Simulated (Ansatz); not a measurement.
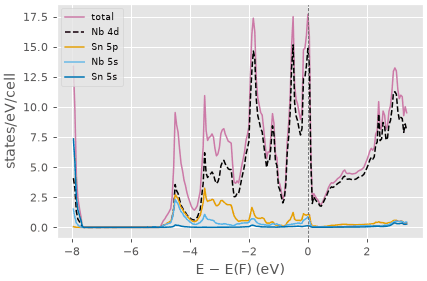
Figure: Total and projected density of states of Nb3Sn (A15 (Cr3Si type), Pm-3n), PBEsol in the plane-wave PAW code Ansatz

Q: Which orbitals carry the states next to the Fermi level?

A: Within 0.5 eV of the Fermi level: Nb 4d 86 %, Sn 5p 6 %. Projections are on Löwdin-orthogonalised atomic valence shells; empty p or d shells of many metals are not among them.

Q: Where is the tallest occupied peak in this window, and what makes it?

A: Near -0.5 eV, about 18 states/eV per cell; the largest projected share is Nb 4d.

Symmetry was held in the PBEsol relaxation. No spin polarisation was allowed. Scalar-relativistic: spin–orbit coupling is off unless named, which matters more the heavier the elements.

Potentials: the earlier of the program's two PAW sets. The files were generated under PBE; for other functionals the program regenerates the frozen cores, and for LDA and PBEsol the local potential too.
